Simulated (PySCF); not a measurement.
# W(OH)₂: relaxation and vibrations of the quintet

Where does quintet W(OH)₂ go from a linear start, is the end point a minimum, and what are its modes, charges and moments?

The runs use PySCF 2.14.0; PBE0, basis W def2-TZVP with ECP60, O def2-TZVP, H def2-TZVP, scalar-relativistic core potentials, no spin–orbit coupling, density fitting.

## (1) The system as given

5 atoms, charge 0, spin multiplicity 5.

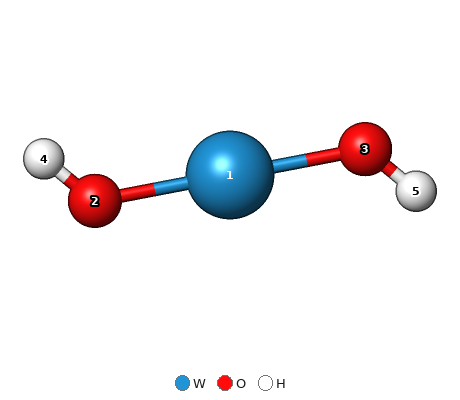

The starting geometry (tungsten blue, oxygen red, hydrogen white); atoms are numbered from 1 in the order of the file.

```xyz
5
charge 0 multiplicity 5
W     0.0000    0.0000    0.0000
O     0.0000    0.0000    2.0000
O     0.0000    0.0000   -2.0000
H    -0.7354    0.0000    2.6171
H     0.7354    0.0000   -2.6171
```

## (2) The SCF at the typed geometry

The steps below are one call of a driver around PySCF. For each, scf.py gives the equivalent set-up of the SCF; relaxations use the driver's own optimiser. After this first run the driver tries any further starts and a stability analysis.

scf.py

```python
from pyscf import gto, scf, dft
mol = gto.M(atom='''
W      0.000000     0.000000     0.000000
O      0.000000     0.000000     2.000000
O      0.000000     0.000000    -2.000000
H     -0.735400     0.000000     2.617100
H      0.735400     0.000000    -2.617100''',
    basis={'W': 'def2-TZVP', 'O': 'def2-TZVP', 'H': 'def2-TZVP'},
    ecp={'W': 'def2-TZVP'},
    charge=0, spin=4)
mf = dft.UKS(mol, xc='PBE0')
mf.grids.atom_grid = (50, 194)
aux = {'W': 'def2-universal-JKFIT', 'O': 'def2-universal-JKFIT', 'H': 'def2-universal-JKFIT'}
mf = mf.density_fit(auxbasis=aux)
mf.conv_tol = 1e-08
mf.diis_space = 10
mf.max_cycle = 60
mf.init_guess = 'minao'
mf.verbose = 4
mf.kernel()
```

Run with:

```console
> OMP_NUM_THREADS=4 python axn.py task.json out
```

Output:

```text
init E= -199.630265629618
[... the frontier-level lines of each cycle are left out ...]
cycle= 1 E= -218.303845997422  delta_E= -18.7  |g|= 0.917  |ddm|= 5.09
cycle= 2 E= -215.499849243241  delta_E=  2.8  |g|= 2.53  |ddm|= 1.98
cycle= 3 E= -218.582433591993  delta_E= -3.08  |g|= 0.246  |ddm|= 1.76
cycle= 4 E= -218.615614986934  delta_E= -0.0332  |g|= 0.099  |ddm|= 0.45
cycle= 5 E= -218.620289604922  delta_E= -0.00467  |g|= 0.0164  |ddm|= 0.105
cycle= 6 E= -218.620434931852  delta_E= -0.000145  |g|= 0.00427  |ddm|= 0.0141
cycle= 7 E= -218.620458512318  delta_E= -2.36e-05  |g|= 0.00151  |ddm|= 0.00591
cycle= 8 E= -218.620464928142  delta_E= -6.42e-06  |g|= 0.000394  |ddm|= 0.00406
cycle= 9 E= -218.62046535484  delta_E= -4.27e-07  |g|= 6.91e-05  |ddm|= 0.00123
cycle= 10 E= -218.620465362328  delta_E= -7.49e-09  |g|= 2.65e-05  |ddm|= 0.000152
Extra cycle  E= -218.620465362122  delta_E= 2.06e-10  |g|= 4.22e-05  |ddm|= 4.42e-05
converged SCF energy = -218.620465362122  <S^2> = 6.0235286  2S+1 = 5.0094026
```

This step, with its further starts and checks, ran for 20 s (4 threads of Intel Xeon Platinum 8259CL at 2.50GHz (Skylake/Cascade Lake), shared host).

The starts that the driver tried:

| start | energy (Eh) |
| --- | --- |
| the minimal-basis guess | -218.620465 |
| a thermally smeared density | -218.620465 |
| a smeared PBE density | -218.620465 |

The test of internal stability and the other starts found no lower solution of this spin.

## (3) Relaxing the quintet from the linear start

The program finds C2h symmetry in the start, which this walk keeps. Threshold on the gradient: 0.0003 Eh/bohr, with a further test on the energy change.

scf.py, as its differences from that of step 2:

```diff
@@ -5 +5 @@
-O      0.000000     0.000000    -2.000000
+O     -0.000000     0.000000    -2.000000
@@ -18 +17,0 @@
-mf.init_guess = 'minao'
```

Steps of the walk:

| step | energy (Eh) | change (kJ/mol) | largest symmetric gradient (Eh/bohr) |
| --- | --- | --- | --- |
| 0 | -218.620465 | 0.00 | 0.03229 |
| 1 | -218.625440 | -13.06 | 0.00414 |
| 2 | -218.625694 | -13.73 | 0.00218 |
| 3 | -218.625731 | -13.82 | 0.00105 |
| 4 | -218.625789 | -13.98 | 0.00056 |
| 5 | -218.625795 | -13.99 | 0.00023 |
| 6 | -218.625795 | -13.99 | 0.00004 |

The walk took 27 s.

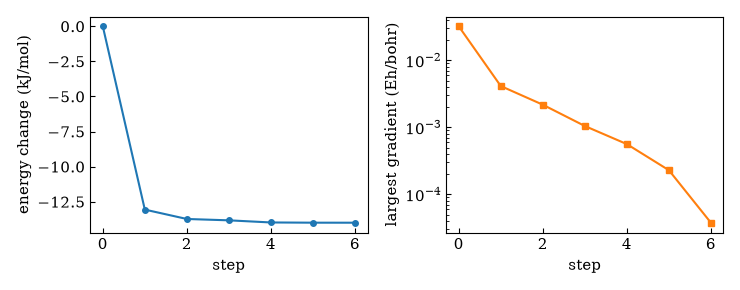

Energy and largest gradient along the walk.

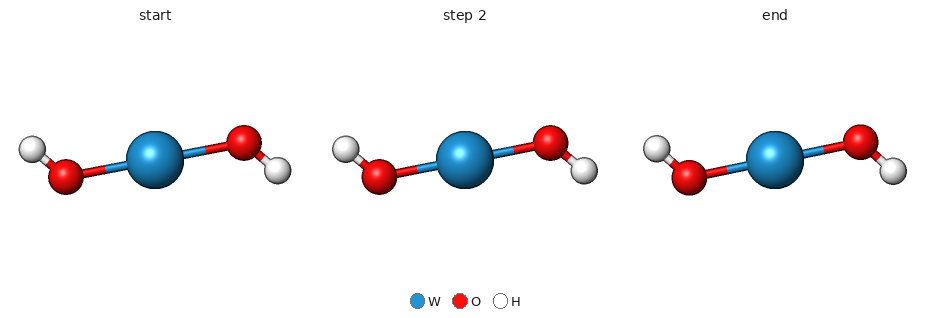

Start and end of the relaxation, with a step between.

It settles in C2h symmetry, 14.0 kJ/mol below the start, after 6 steps: O–H 0.961 Å (×2), W–O 1.930 Å (×2); H–O–W 126.8° (×2), O–W–O 180.0°.

## (4) Frequencies

The point is checked on the finer grid, and tightened if its gradient asks for it. The Hessian and the dipole derivatives come from central differences of analytic gradients, with steps of 0.02 bohr.

scf.py, as its differences from that of step 3:

```diff
@@ -4,4 +4,4 @@
-O      0.000000     0.000000     2.000000
-O     -0.000000     0.000000    -2.000000
-H     -0.735400     0.000000     2.617100
-H      0.735400     0.000000    -2.617100''',
+O      0.030024     0.000000     1.929461
+O     -0.030024     0.000000    -1.929461
+H     -0.730206     0.000000     2.517891
+H      0.730206     0.000000    -2.517891''',
@@ -12 +12 @@
-mf.grids.atom_grid = (50, 194)
+mf.grids.atom_grid = (75, 302)
@@ -15 +15 @@
-mf.conv_tol = 1e-08
+mf.conv_tol = 1e-10
```

The driver hands on the density of the step before, so the log starts near convergence.

Log of the central SCF (cycles and frontier levels):

```text
init E= -218.625783764117
[... the frontier-level lines of each cycle are left out ...]
cycle= 1 E= -218.625783764117  delta_E= -2.84e-13  |g|= 1.8e-06  |ddm|= 4.14e-06
Extra cycle  E= -218.625783764117  delta_E=    0  |g|= 1.91e-06  |ddm|= 4.17e-06
converged SCF energy = -218.625783764117  <S^2> = 6.0193702  2S+1 = 5.0077421
```

The whole step took 93 s.

Geometry: C2h; O–H 0.961 Å (×2), W–O 1.930 Å (×2); H–O–W 126.8° (×2), O–W–O 180.0°.

Harmonic modes (main isotopes):

```csv
symmetry,ω (cm⁻¹),IR (km/mol)
au,88i,0.3
bu,143,7.7
au,587,187
bu,606,190
ag,617,0.0
bu,644,380
ag,692,0.0
bu,3837,100
ag,3838,0.0
```

1 mode is imaginary, the largest at 88i cm⁻¹: a saddle point, not a minimum.

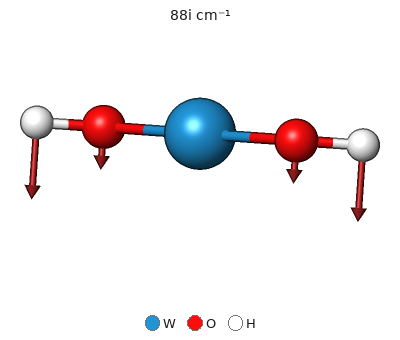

The imaginary mode, as arrows.

Properties at this point:

* Dipole moment: 0.00 D
* Highest occupied level: -4.94 eV
* Lowest empty level: -2.35 eV
* Rotational constants: 15.65, 0.1278, 0.1268 cm⁻¹
* Zero-point energy (real modes): 65.6 kJ/mol
* Principal polarisabilities: 45.7, 48.7, 62.3 bohr³
* Atomisation energy without zero-point energy: 1776 kJ/mol
* Principal traceless quadrupole moments about the centre of mass: -11.32, -0.25, 11.57 D Å
* Spin squared ⟨S²⟩: 6.019

Charges (e) and bond orders:

```csv
atom,Mulliken,Löwdin,polar tensor,spin (Mulliken),Mayer order to W1
W1,0.72,0.47,1.04,4.10,–
"O2,3",-0.68,-0.38,-0.78,-0.07,1.04
"H4,5",0.32,0.15,0.26,0.02,0.02
```

Mulliken populations on W1 (outside its core potential): s 2.80, p 6.23, d 4.18, f 0.07.

## (5) Downhill along the imaginary mode

The atoms are moved a little along the softest imaginary mode and relaxed again.

The program finds C2 symmetry in the start, which this walk keeps.

scf.py, as its differences from that of step 4:

```diff
@@ -3,5 +3,5 @@
-W      0.000000     0.000000     0.000000
-O      0.030024     0.000000     1.929461
-O     -0.030024     0.000000    -1.929461
-H     -0.730206     0.000000     2.517891
-H      0.730206     0.000000    -2.517891''',
+W      0.000000    -0.027043    -0.000000
+O      0.030024     0.139750     1.929461
+O     -0.030024     0.139750    -1.929461
+H     -0.730206     0.250000     2.517891
+H      0.730206     0.250000    -2.517891''',
@@ -12 +12 @@
-mf.grids.atom_grid = (75, 302)
+mf.grids.atom_grid = (50, 194)
@@ -15 +15 @@
-mf.conv_tol = 1e-10
+mf.conv_tol = 1e-08
```

Steps of the walk:

| step | energy (Eh) | change (kJ/mol) | largest symmetric gradient (Eh/bohr) |
| --- | --- | --- | --- |
| 0 | -218.626048 | 0.00 | 0.00464 |
| 1 | -218.626272 | -0.59 | 0.00209 |
| 2 | -218.626381 | -0.87 | 0.00331 |
| 3 | -218.627204 | -3.04 | 0.00602 |
| 4 | -218.628031 | -5.21 | 0.00753 |
| 5 | -218.628384 | -6.13 | 0.00433 |
| 6 | -218.628477 | -6.38 | 0.00364 |
| 7 | -218.628641 | -6.81 | 0.00213 |
| 8 | -218.628719 | -7.01 | 0.00157 |
| 9 | -218.628753 | -7.10 | 0.00141 |
| 10 | -218.628763 | -7.13 | 0.00087 |
| 11 | -218.628769 | -7.14 | 0.00037 |
| 12 | -218.628770 | -7.15 | 0.00020 |

The walk took 55 s.

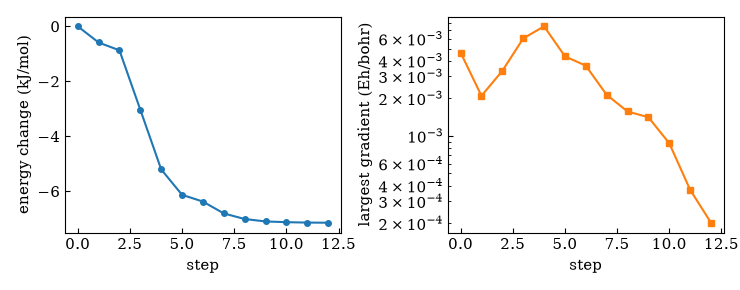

How energy and gradient fall.

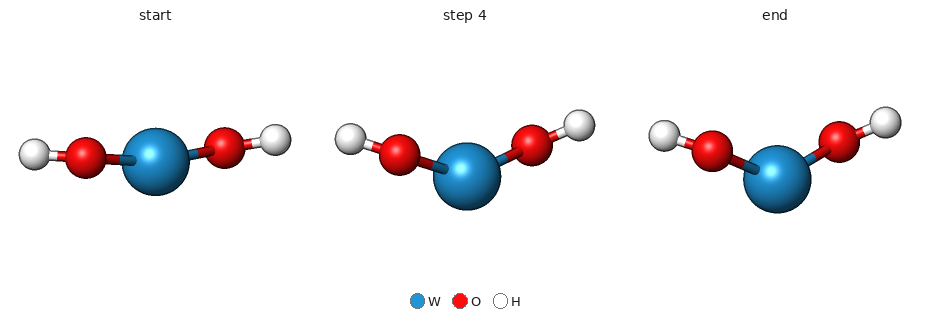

The geometry along the walk, at one scale.

After 12 steps and 7.1 kJ/mol it ends at C2: O–H 0.962 Å (×2), W–O 1.917 Å (×2); H–O–W 122.6° (×2), O–W–O 142.7°.

## (6) Is it a minimum? Harmonic modes

As before: finer grid, then central differences.

scf.py, as its differences from that of step 5:

```diff
@@ -3,5 +3,5 @@
-W      0.000000    -0.027043    -0.000000
-O      0.030024     0.139750     1.929461
-O     -0.030024     0.139750    -1.929461
-H     -0.730206     0.250000     2.517891
-H      0.730206     0.250000    -2.517891''',
+W      0.000000    -0.100312     0.000000
+O      0.074773     0.513399     1.813771
+O     -0.074773     0.513399    -1.813771
+H     -0.697477     0.845614     2.282018
+H      0.697477     0.845614    -2.282018''',
@@ -12 +12 @@
-mf.grids.atom_grid = (50, 194)
+mf.grids.atom_grid = (75, 302)
@@ -15 +15 @@
-mf.conv_tol = 1e-08
+mf.conv_tol = 1e-10
```

SCF at the final geometry:

```text
init E= -218.628783477654
[... the frontier-level lines of each cycle are left out ...]
cycle= 1 E= -218.628783477646  delta_E= 8.19e-12  |g|= 5.57e-06  |ddm|= 5.29e-06
Extra cycle  E= -218.62878347761  delta_E= 3.6e-11  |g|= 1.13e-05  |ddm|= 9.27e-06
converged SCF energy = -218.62878347761  <S^2> = 6.0131135  2S+1 = 5.0052427
```

The whole step ran for 2 min (4 threads of Intel Xeon Platinum 8259CL at 2.50GHz (Skylake/Cascade Lake), shared host).

Geometry: C2; O–H 0.962 Å (×2), W–O 1.916 Å (×2); H–O–W 122.7° (×2), O–W–O 142.6°.

Modes, for the most abundant isotopes:

| symmetry | ω (cm⁻¹) | IR (km/mol) | μ (u) |
| --- | --- | --- | --- |
| a | 108 | 0.1 | 6.40 |
| b | 374 | 35.4 | 1.22 |
| a | 476 | 185 | 1.11 |
| b | 653 | 139 | 6.15 |
| b | 664 | 341 | 1.21 |
| a | 685 | 23.9 | 8.00 |
| a | 716 | 0.2 | 1.15 |
| b | 3826 | 93.8 | 1.07 |
| a | 3828 | 21.8 | 1.07 |

μ is the mass of the mode for normalised Cartesian displacements, not the reduced mass of the usual diatomic formula.

No imaginary mode, so this is a minimum.

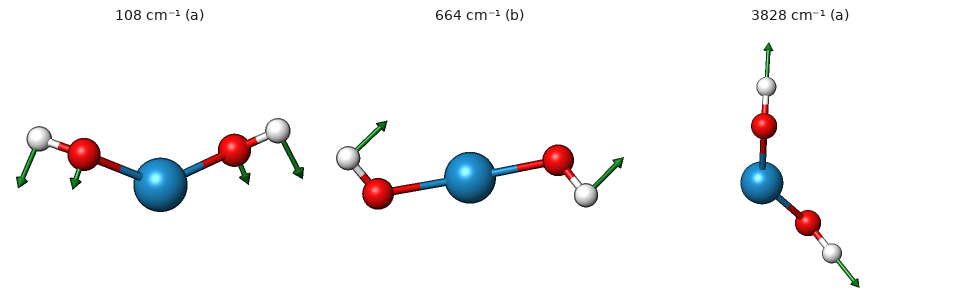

How the atoms move in 3 of the modes.

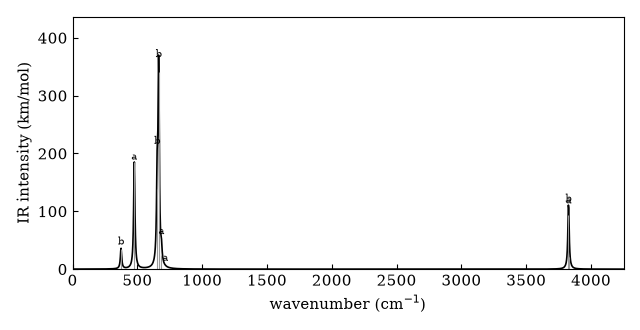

The harmonic infrared spectrum (widths in cm⁻¹). Lines are broadened to a width of 12 cm⁻¹ (Lorentzian).

Constants and moments:

| Property | Result |
| --- | --- |
| Dipole moment | 0.23 D |
| Highest occupied level | -5.11 eV |
| Lowest empty level | -2.14 eV |
| Rotational constants | 1.31, 0.1442, 0.1322 cm⁻¹ |
| Zero-point energy | 67.8 kJ/mol |
| Principal polarisabilities | 49.4, 49.8, 58.4 bohr³ |
| Atomisation energy without zero-point energy | 1784 kJ/mol |
| Principal traceless quadrupole moments about the centre of mass | -11.01, 0.51, 10.50 D Å |
| Entropy at 298.15 K and 1 bar (electronic part: spin only) | 309.6 J/(mol K) |
| Heat capacity Cp at 298.15 K | 67.8 J/(mol K) |
| Enthalpy at 298.15 K above 0 K | 14.60 kJ/mol |
| Rotational symmetry number | 2 |
| Spin squared ⟨S²⟩ | 6.013 |

Populations by atom (charges in e):

```
atom  Mulliken  Löwdin  polar tensor  spin (Mulliken)  Mayer order to W1
  W1      0.69    0.43          0.97             4.05                  –
O2,3     -0.67   -0.36         -0.76            -0.05               1.05
H4,5      0.32    0.15          0.27             0.02               0.03
```

Mulliken populations on W1 (outside its core potential): s 2.79, p 6.25, d 4.20, f 0.07.

## (7) All stationary points

| spin | group | bonds | imaginary modes (cm⁻¹) | ΔE (kJ/mol) | with zero-point energy |
| --- | --- | --- | --- | --- | --- |
| quintet | C2 | O–H 0.962 Å (×2), W–O 1.916 Å (×2) | none | 0.0 | 0.0 |
| quintet | C2h | O–H 0.961 Å (×2), W–O 1.930 Å (×2) | 88i | 7.9 | – |

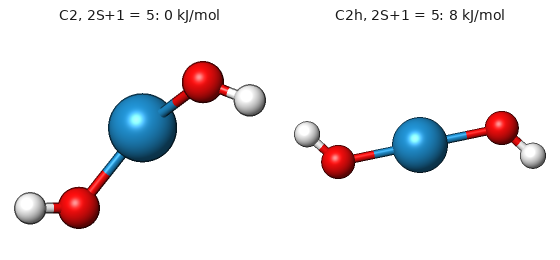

The points, lowest first (tungsten blue, oxygen red, hydrogen white).

## (8) Results

| quantity | value |
| --- | --- |
| minimum | quintet, C2 |
| geometry | O–H 0.962 Å (×2), W–O 1.916 Å (×2); H–O–W 122.7° (×2), O–W–O 142.6° |
| wavenumbers (cm⁻¹) | 108 (a), 374 (b), 476 (a), 653 (b), 664 (b), 685 (a), 716 (a), 3826 (b), 3828 (a) |
| dipole moment | 0.23 D |
| highest occupied, lowest empty level (either spin) | -5.11, -2.14 eV |
| polar-tensor charge of W1 | +0.97 e |
| zero-point energy | 67.8 kJ/mol |
| entropy at 298.15 K | 309.6 J/(mol K) |
| atomisation energy (no zero-point energy) | 1784 kJ/mol |
| ⟨S²⟩ | 6.013 |

From C2h at the start the molecule goes to a C2 minimum, after a stop at a saddle point 7.9 kJ/mol higher, from which it was pushed off along an imaginary mode. The strongest infrared band lies at 664 cm⁻¹ (b). Most of the spin sits on W1 (Mulliken spin 4.05, against 4 for the whole molecule). Only this shape and spin were tried, so other structures or states may lie lower. One determinant may miss the lowest occupation of an open d or f shell. With an element this heavy the missing spin–orbit coupling can shift these numbers.

The search up to here took 5.2 min.
